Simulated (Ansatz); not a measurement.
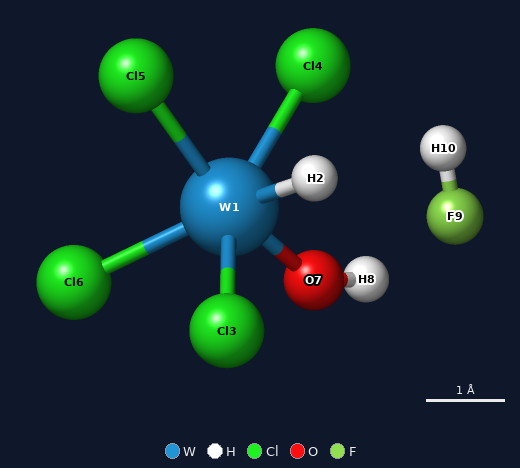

The structure as given in the input (ball-and-stick view, seen at a tilt; atoms are numbered from 1 in the order of the input). Sticks mark near contacts. Bond lengths as drawn: Cl–W 2.31 to 2.39 Å, F–H 0.91 Å, H–O 0.96 Å, H–W 1.66 Å and O–W 1.79 Å.

**Run report: WH$_{3}$Cl$_{4}$OF, nudged elastic band (part 1 of 2)**

- system: WH$_{3}$Cl$_{4}$OF
- method: RHF/def2-SVP (Ansatz 0.2.0)

The run did not end well. One setting was made poor on purpose. It belongs to a series of runs on one base structure; here: band between the two ends.

### Output
```
Engine: ansatz 0.2.0, aarch64-unknown-linux-gnu
Functional definition: HF
  exchange = exact_x
  correlation = 0
1486 factors; integrals over basis functions are off by at most 2.8e-4 eV
mean field evaluation 1: about -56584.8257 eV, gradient 6.4e1 eV
mean field evaluation 2: about -56585.1240 eV, gradient 6.4e1 eV
mean field evaluation 4: about -56594.4638 eV, gradient 6.3e0 eV
mean field evaluation 8: about -56594.6218 eV, gradient 8.9e-1 eV
mean field evaluation 16: about -56581.7325 eV, gradient 4.3e1 eV
mean field -56594.62825095 eV, -2079.8142270058 hartree, gradient 2.3e-5 eV, S^2 0.000000; 0 other end points of the search recorded, 0 dependent functions left out
the calculation of the forces begins
reference -56594.62825095 eV, -2079.8142270058 hartree; 51, 51 occupied and 96, 96 virtual orbitals, 1486 factors
1477 factors; integrals over basis functions are off by at most 9.7e-4 eV
mean field evaluation 32: about -56591.8690 eV, gradient 4.5e-1 eV
mean field evaluation 64: about -56590.6818 eV, gradient 3.3e-1 eV
mean field evaluation 96: about -56590.6545 eV, gradient 8.6e-1 eV
mean field evaluation 128: about -56591.8215 eV, gradient 6.5e-1 eV
mean field evaluation 160: about -56564.5861 eV, gradient 1.0e2 eV
mean field evaluation 192: about -56576.1134 eV, gradient 3.9e0 eV
mean field evaluation 224: about -56580.2533 eV, gradient 6.9e1 eV
mean field -56591.88089912 eV, -2079.7132636881 hartree, gradient 2.6e-5 eV, S^2 0.000000; 0 other end points of the search recorded, 0 dependent functions left out
[... from here on the field's lines of each further geometry are left out, up to the last ...]
NEB iter   1: max|band force component| = 2.159e1 eV/Å  barrier→ = 15.0566 eV  barrier← = 12.3093 eV  Δτ_max = 0.2000 Å  (1420 SCF iters)
NEB iter   2: max|band force component| = 4.147e0 eV/Å  barrier→ = 9.9510 eV  barrier← = 7.2037 eV  Δτ_max = 0.2000 Å  (380 SCF iters)
NEB iter   3: max|band force component| = 8.079e0 eV/Å  barrier→ = 8.1116 eV  barrier← = 5.3642 eV  Δτ_max = 0.1029 Å  (379 SCF iters)
NEB iter   4: max|band force component| = 3.702e0 eV/Å  barrier→ = 7.3041 eV  barrier← = 4.5567 eV  Δτ_max = 0.2000 Å  (353 SCF iters)
NEB iter   5: max|band force component| = 5.734e0 eV/Å  barrier→ = 5.5042 eV  barrier← = 2.7569 eV  Δτ_max = 0.1013 Å  (334 SCF iters)
NEB iter   6: max|band force component| = 4.148e0 eV/Å  barrier→ = 4.6360 eV  barrier← = 1.8887 eV  Δτ_max = 0.2000 Å  (355 SCF iters)
NEB iter   7: max|band force component| = 4.205e0 eV/Å  barrier→ = 3.6783 eV  barrier← = 0.9310 eV  Δτ_max = 0.1039 Å  (342 SCF iters)
NEB iter   8: max|band force component| = 1.387e0 eV/Å  barrier→ = 3.3286 eV  barrier← = 0.5813 eV  Δτ_max = 0.1995 Å  (341 SCF iters)
NEB iter   9: max|band force component| = 1.186e0 eV/Å  barrier→ = 3.0712 eV  barrier← = 0.3238 eV  Δτ_max = 0.2000 Å  (355 SCF iters)
NEB iter  10: max|band force component| = 4.829e0 eV/Å  barrier→ = 3.2770 eV  barrier← = 0.5296 eV  Δτ_max = 0.0996 Å  (352 SCF iters)
NEB iter  11: max|band force component| = 7.139e-1 eV/Å  barrier→ = 3.3165 eV  barrier← = 0.5692 eV  Δτ_max = 0.1928 Å  (355 SCF iters)
NEB iter  12: max|band force component| = 5.356e-1 eV/Å  barrier→ = 3.3304 eV  barrier← = 0.5830 eV  Δτ_max = 0.2000 Å  (355 SCF iters)
NEB iter  13: max|band force component| = 5.752e-1 eV/Å  barrier→ = 3.8994 eV  barrier← = 1.1521 eV  Δτ_max = 0.1028 Å  (350 SCF iters)
NEB iter  14: max|band force component| = 5.969e-1 eV/Å  barrier→ = 4.1911 eV  barrier← = 1.4437 eV  Δτ_max = 0.0504 Å  (346 SCF iters)
NEB iter  15: max|band force component| = 3.296e0 eV/Å  barrier→ = 4.1967 eV  barrier← = 1.4493 eV  CI = image 2  Δτ_max = 0.0502 Å  (350 SCF iters)
NEB iter  16: max|band force component| = 3.531e0 eV/Å  barrier→ = 4.0366 eV  barrier← = 1.2892 eV  CI = image 2  Δτ_max = 0.1013 Å  (342 SCF iters)
NEB iter  17: max|band force component| = 3.984e0 eV/Å  barrier→ = 3.7098 eV  barrier← = 0.9624 eV  CI = image 2  Δτ_max = 0.2000 Å  (354 SCF iters)
NEB iter  18: max|band force component| = 2.471e0 eV/Å  barrier→ = 2.9512 eV  barrier← = 0.2038 eV  CI = image 4  Δτ_max = 0.1990 Å  (354 SCF iters)
NEB iter  19: max|band force component| = 4.224e0 eV/Å  barrier→ = 4.0687 eV  barrier← = 1.3213 eV  CI = image 2  Δτ_max = 0.2000 Å  (355 SCF iters)
NEB iter  20: max|band force component| = 4.529e0 eV/Å  barrier→ = 3.5727 eV  barrier← = 0.8254 eV  CI = image 2  Δτ_max = 0.2000 Å  (345 SCF iters)
NEB iter  21: max|band force component| = 4.613e0 eV/Å  barrier→ = 2.9741 eV  barrier← = 0.2268 eV  CI = image 2  Δτ_max = 0.2000 Å  (340 SCF iters)
NEB iter  22: max|band force component| = 3.633e0 eV/Å  barrier→ = 2.9456 eV  barrier← = 0.1982 eV  CI = image 4  Δτ_max = 0.1972 Å  (345 SCF iters)
NEB iter  23: max|band force component| = 5.244e0 eV/Å  barrier→ = 3.2021 eV  barrier← = 0.4547 eV  CI = image 2  Δτ_max = 0.2000 Å  (349 SCF iters)
NEB iter  24: max|band force component| = 5.031e0 eV/Å  barrier→ = 2.9624 eV  barrier← = 0.2151 eV  CI = image 2  Δτ_max = 0.2000 Å  (347 SCF iters)
NEB iter  25: max|band force component| = 5.873e0 eV/Å  barrier→ = 2.9460 eV  barrier← = 0.1986 eV  CI = image 4  Δτ_max = 0.1973 Å  (356 SCF iters)
NEB iter  26: max|band force component| = 5.163e0 eV/Å  barrier→ = 3.0778 eV  barrier← = 0.3305 eV  CI = image 2  Δτ_max = 0.2000 Å  (348 SCF iters)
NEB iter  27: max|band force component| = 5.936e0 eV/Å  barrier→ = 3.0338 eV  barrier← = 0.2864 eV  CI = image 2  Δτ_max = 0.2000 Å  (357 SCF iters)
NEB iter  28: max|band force component| = 6.719e0 eV/Å  barrier→ = 3.6356 eV  barrier← = 0.8883 eV  CI = image 2  Δτ_max = 0.2000 Å  (360 SCF iters)
NEB iter  29: max|band force component| = 8.162e0 eV/Å  barrier→ = 6.1637 eV  barrier← = 3.4164 eV  CI = image 2  Δτ_max = 0.1992 Å  (367 SCF iters)
NEB iter  30: max|band force component| = 4.383e0 eV/Å  barrier→ = 6.3837 eV  barrier← = 3.6363 eV  CI = image 2  Δτ_max = 0.1949 Å  (381 SCF iters)
NEB iter  31: max|band force component| = 2.302e0 eV/Å  barrier→ = 5.5201 eV  barrier← = 2.7727 eV  CI = image 2  Δτ_max = 0.1961 Å  (367 SCF iters)
NEB iter  32: max|band force component| = 1.669e0 eV/Å  barrier→ = 5.1550 eV  barrier← = 2.4077 eV  CI = image 2  Δτ_max = 0.1556 Å  (354 SCF iters)
NEB iter  33: max|band force component| = 1.552e0 eV/Å  barrier→ = 4.9217 eV  barrier← = 2.1744 eV  CI = image 2  Δτ_max = 0.1724 Å  (354 SCF iters)
NEB iter  34: max|band force component| = 1.092e0 eV/Å  barrier→ = 4.7400 eV  barrier← = 1.9927 eV  CI = image 2  Δτ_max = 0.1206 Å  (356 SCF iters)
NEB iter  35: max|band force component| = 6.156e-1 eV/Å  barrier→ = 4.6450 eV  barrier← = 1.8977 eV  CI = image 2  Δτ_max = 0.1344 Å  (359 SCF iters)
NEB iter  36: max|band force component| = 3.640e0 eV/Å  barrier→ = 4.8161 eV  barrier← = 2.0688 eV  CI = image 2  Δτ_max = 0.0684 Å  (352 SCF iters)
NEB iter  37: max|band force component| = 3.113e0 eV/Å  barrier→ = 4.6921 eV  barrier← = 1.9447 eV  CI = image 2  Δτ_max = 0.1372 Å  (363 SCF iters)
NEB iter  38: max|band force component| = 4.322e-1 eV/Å  barrier→ = 4.6450 eV  barrier← = 1.8977 eV  CI = image 2  Δτ_max = 0.2000 Å  (349 SCF iters)
NEB iter  39: max|band force component| = 4.920e-1 eV/Å  barrier→ = 4.6137 eV  barrier← = 1.8664 eV  CI = image 2  Δτ_max = 0.0925 Å  (352 SCF iters)
NEB iter  40: max|band force component| = 2.430e-1 eV/Å  barrier→ = 4.6197 eV  barrier← = 1.8724 eV  CI = image 2  Δτ_max = 0.0531 Å  (350 SCF iters)
NEB iter  41: max|band force component| = 1.228e-1 eV/Å  barrier→ = 4.6148 eV  barrier← = 1.8675 eV  CI = image 2  Δτ_max = 0.0425 Å  (346 SCF iters)
NEB iter  42: max|band force component| = 1.330e-1 eV/Å  barrier→ = 4.6113 eV  barrier← = 1.8639 eV  CI = image 2  Δτ_max = 0.0214 Å  (353 SCF iters)
NEB iter  43: max|band force component| = 1.983e-1 eV/Å  barrier→ = 4.6106 eV  barrier← = 1.8633 eV  CI = image 2  Δτ_max = 0.0107 Å  (356 SCF iters)
NEB iter  44: max|band force component| = 7.712e-2 eV/Å  barrier→ = 4.6094 eV  barrier← = 1.8621 eV  CI = image 2  Δτ_max = 0.0214 Å  (358 SCF iters)
NEB iter  45: max|band force component| = 8.773e-2 eV/Å  barrier→ = 4.6080 eV  barrier← = 1.8606 eV  CI = image 2  Δτ_max = 0.0107 Å  (361 SCF iters)
NEB iter  46: max|band force component| = 6.318e-2 eV/Å  barrier→ = 4.6076 eV  barrier← = 1.8602 eV  CI = image 2  Δτ_max = 0.0107 Å  (368 SCF iters)
NEB iter  47: max|band force component| = 6.505e-2 eV/Å  barrier→ = 4.6071 eV  barrier← = 1.8598 eV  CI = image 2  Δτ_max = 0.0213 Å  (364 SCF iters)
NEB iter  48: max|band force component| = 7.481e-2 eV/Å  barrier→ = 4.6062 eV  barrier← = 1.8589 eV  CI = image 2  Δτ_max = 0.0427 Å  (365 SCF iters)
NEB iter  49: max|band force component| = 1.005e-1 eV/Å  barrier→ = 4.6047 eV  barrier← = 1.8574 eV  CI = image 2  Δτ_max = 0.0426 Å  (357 SCF iters)
NEB iter  50: max|band force component| = 1.166e-1 eV/Å  barrier→ = 4.6036 eV  barrier← = 1.8563 eV  CI = image 2  Δτ_max = 0.0428 Å  (367 SCF iters)
NEB iter  51: max|band force component| = 2.541e-1 eV/Å  barrier→ = 4.5998 eV  barrier← = 1.8524 eV  CI = image 2  Δτ_max = 0.0214 Å  (368 SCF iters)
NEB iter  52: max|band force component| = 1.965e-1 eV/Å  barrier→ = 4.5990 eV  barrier← = 1.8517 eV  CI = image 2  Δτ_max = 0.0426 Å  (363 SCF iters)
NEB iter  53: max|band force component| = 2.002e-1 eV/Å  barrier→ = 4.5966 eV  barrier← = 1.8493 eV  CI = image 2  Δτ_max = 0.0852 Å  (371 SCF iters)
NEB iter  54: max|band force component| = 3.014e-1 eV/Å  barrier→ = 4.5912 eV  barrier← = 1.8438 eV  CI = image 2  Δτ_max = 0.0849 Å  (361 SCF iters)
NEB iter  55: max|band force component| = 3.873e-1 eV/Å  barrier→ = 4.5805 eV  barrier← = 1.8332 eV  CI = image 2  Δτ_max = 0.0851 Å  (355 SCF iters)
NEB iter  56: max|band force component| = 9.500e-1 eV/Å  barrier→ = 4.5846 eV  barrier← = 1.8373 eV  CI = image 2  Δτ_max = 0.0426 Å  (351 SCF iters)
NEB iter  57: max|band force component| = 9.107e-1 eV/Å  barrier→ = 4.5711 eV  barrier← = 1.8238 eV  CI = image 2  Δτ_max = 0.0853 Å  (352 SCF iters)
NEB iter  58: max|band force component| = 6.935e-1 eV/Å  barrier→ = 4.5308 eV  barrier← = 1.7835 eV  CI = image 2  Δτ_max = 0.1678 Å  (358 SCF iters)
NEB iter  59: max|band force component| = 1.256e0 eV/Å  barrier→ = 4.4289 eV  barrier← = 1.6816 eV  CI = image 2  Δτ_max = 0.1697 Å  (351 SCF iters)
the calculation of the forces begins
reference -56591.70307794 eV, -2079.7067288803 hartree; 51, 51 occupied and 96, 96 virtual orbitals, 1484 factors
these checks for a lower state are left out or cut short: starts, cluster_reference, orbital_swaps, neighbouring_geometries, increment
1478 factors; integrals over basis functions are off by at most 9.5e-4 eV
mean field evaluation 3680: about -56591.8920 eV, gradient 1.8e-5 eV
mean field -56591.89198165 eV, -2079.7136709635 hartree, gradient 2.5e-5 eV, S^2 0.000000; 0 other end points of the search recorded, 0 dependent functions left out
the calculation of the forces begins
reference -56591.89198165 eV, -2079.7136709635 hartree; 51, 51 occupied and 96, 96 virtual orbitals, 1478 factors
NEB iter  60: max|band force component| = 1.478e0 eV/Å  barrier→ = 4.3811 eV  barrier← = 1.6337 eV  CI = image 2  Δτ_max = 0.1998 Å  (355 SCF iters)
```

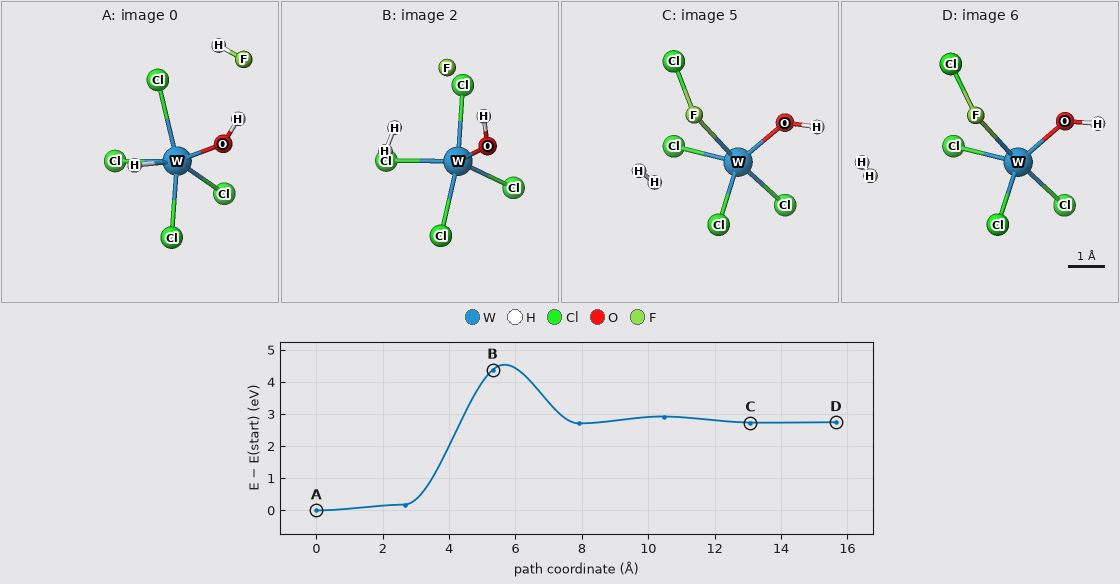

Images of the last band (counted from 0; ball-and-stick, seen at a tilt) above the energy along the path; the line is a cubic interpolation that uses the forces. The highest image is number 2, 4.381 eV above the start and 1.634 eV above the end (the climbing image); the end lies 2.747 eV above the start. A further maximum stands at image 4, 2.925 eV from the start. The path is 15.66 Å long. The band had not converged after 60 iterations.
